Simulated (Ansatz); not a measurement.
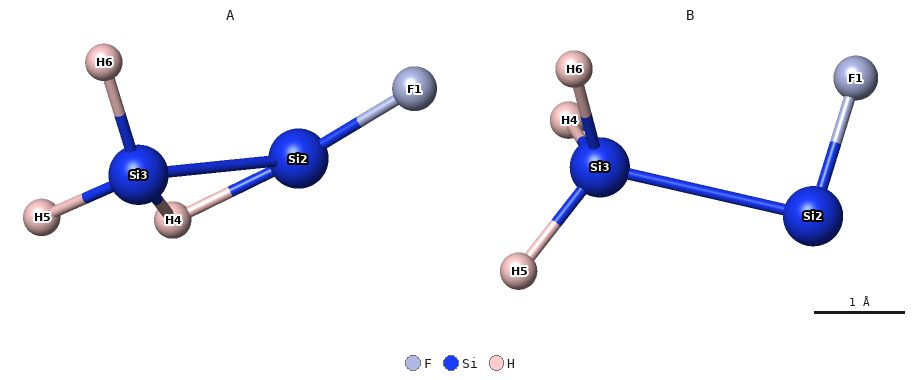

Two geometries of Si$_{2}$H$_{3}$F, drawn at one scale. One is the start of a relaxation, the other its converged end. Style: ball-and-stick. Shown from a free direction.

Theory: RKS PBE-D4/def2-SVP (Ansatz 0.2.0). Settings: force threshold 0.03 eV/Å; at most 250 steps.

Which one is relaxed?

Structure B is the relaxed one. It is one of the separated reactants of a reaction. The atom that moves furthest after the best rigid fit is H4 (1.47 Å). Largest moves by element: H 1.47 Å, Si 1.17 Å, F 0.26 Å. Among the contacts that change: Si2–H4 1.570 → 3.274 Å, Si2–Si3 2.184 → 2.453 Å, Si3–H4 1.420 → 1.512 Å, F1–Si2 1.597 → 1.662 Å. Bond angles that change, for instance: Si2–Si3–H4 45.8° → 109.0°, H4–Si3–H5 62.7° → 108.2°, H4–Si3–H6 141.8° → 107.2°. Over 24 accepted moves (27 points after the start) the energy falls by 4.759 eV. The largest force component goes from 5.1 to 0.011 eV/Å. The line search rejected the trial steps at points 7, 16, 23 of the run. The forces were under the threshold at step 22, but the run went on from there. The run took 23 s on 2 threads of Intel Xeon Platinum 8259CL @ 2.50GHz, on a shared host.
